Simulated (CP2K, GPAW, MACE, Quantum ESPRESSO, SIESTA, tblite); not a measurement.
# Predicting plane-wave site energies from CP2K double zeta, PBE+D3(BJ): Si in place of Ge in amorphous Ge at 5.20 g/cm^3 (72 atoms)

Density of this cell: 5.20 g/cm³. The cell holds 72 atoms: 72 Ge. Its edges and angles: a = 11.863 Å, b = 11.863 Å, c = 11.863 Å, α = 90.0°, β = 90.0°, γ = 90.0°. 72 atoms (72 Ge) placed at random at 5.2 g/cm³, melted at 3500 K for 10 ps at fixed volume with the Tersoff potential (Tersoff, Phys. Rev. B 39, 5566 (1989)). Quenched from 3500 K to 300 K at 20 K/ps and fixed volume, annealed at 800 K for 20 ps, held 5 ps, then minimised at fixed cell. Then the atoms were relaxed with MACE MPA-0 medium in the fixed cell.

Calculated with Quantum ESPRESSO 7.5: PBE; plane waves, SSSP efficiency, 45/360 Ry; k-points Γ. The cheaper level is PBE+D3(BJ); DZVP-MOLOPT-SR, GTH-PBE potentials, 350 Ry; k-points Γ. Each row is one cell with Si in place of Ge, relaxed with MACE MPA-0 medium; both levels solve the same cells, and energies are counted from site Ge13 at each level.

```
energy from CP2K double zeta, PBE+D3(BJ) (eV)  energy from plane waves (eV)  site
                                        0.000                             0  Ge13
                                        0.062                       0.05149  Ge42
                                        0.094                             ?     ?
                                        0.148                        0.1413   Ge8
                                        0.411                        0.3669   Ge2
```

Task: Fit a straight line to the rows given and interpolate to the withheld row.

**Working.**

Take u as the energy from CP2K double zeta, PBE+D3(BJ) and v as that from plane waves.

```
   u (eV)     v (eV)
        0          0
0.0618940  0.0514860
 0.147626   0.141324
 0.411489   0.366880
```

With n = 4: mean u = 0.155252, mean v = 0.139923, Σ(u − ū)² = 0.098534, Σ(u − ū)(v − v̄) = 0.088124. Slope b = 0.088124 / 0.098534 = 0.89434; intercept a = v̄ − b ū = 0.0010735.

At the withheld site u = 0.09424, and v = a + b u.

Prediction at 0.094: 0.08536 eV. The run gave 0.09241 eV, so the fit is low by 0.0071 eV (7.6 % of the value).

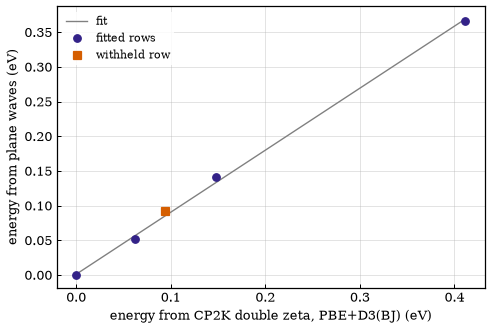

The fit, the rows that it rests on and the withheld row.

The slope of 0.89 says that CP2K double zeta, PBE+D3(BJ) spreads the sites about as widely as plane waves do. Taken as it stands, without the line, its value misses the withheld site by 0.0018 eV. Among the rows given, the largest miss of the fit is at 0.148, by 0.0082 eV (2.2 % of the range of the table).

Limits: Few sites, one cell. The geometries are those of MACE MPA-0 medium, not of DFT.

[Logs are printed without paths, hosts, clocks, repeated set-up lines and the standing remarks that a program may print on its own settings, such as how far it seeks lower states.]

[Hosts, paths, dates, database ids (printed as entryN), source tags and the programs' standing remarks are cut or masked in the printed files.]
